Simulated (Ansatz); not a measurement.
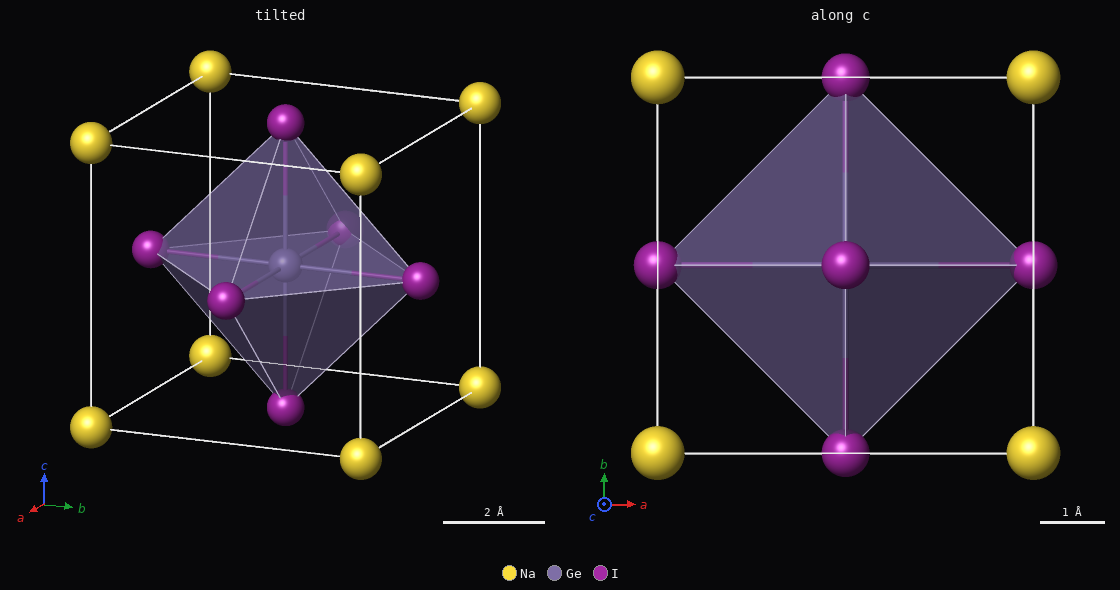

Shown here is a polyhedral view of the crystal, taken slightly off an axis and along the c axis. The lines enclose the conventional unit cell; boundary atoms appear with their images.

NaGeI3, cubic perovskite, space group Pm-3m (No. 221), a = 5.889 Å, b = 5.889 Å, c = 5.889 Å, α = 90.00°, β = 90.00°, γ = 90.00°. The model was built from a structure type filled with these elements by a generator (whether the compound takes this form wasn't checked). Earlier steps of the study, as a rule a relaxation of our own, may have changed the cell and positions, so they can lie some per cent off the listed ones. An electronic-structure calculation with Ansatz was run on it.

This one geometry was computed with Ansatz (DFT, plane waves, PAW) at three levels of theory: PBE, r2SCAN and HSE06. It was relaxed beforehand with r2SCAN.

> How does the band gap change with the level of theory?

PBE: a gap of 0.42 eV, direct; r2SCAN: a gap of 0.47 eV, direct; HSE06: a gap of 0.78 eV, direct.

> Collect the results in a table.

| level | cutoff (eV) | k-mesh of the run's cell | gap (eV) | pressure (GPa) |
| --- | --- | --- | --- | --- |
| PBE | 420 | 4×4×4 | 0.42 | 0.4 |
| r2SCAN | 500 | 4×4×4 | 0.47 | 0.0 |
| HSE06 | 420 | 4×4×4 | 0.78 | 0.0 |

Gaps are taken on the k-mesh or band path of each run.
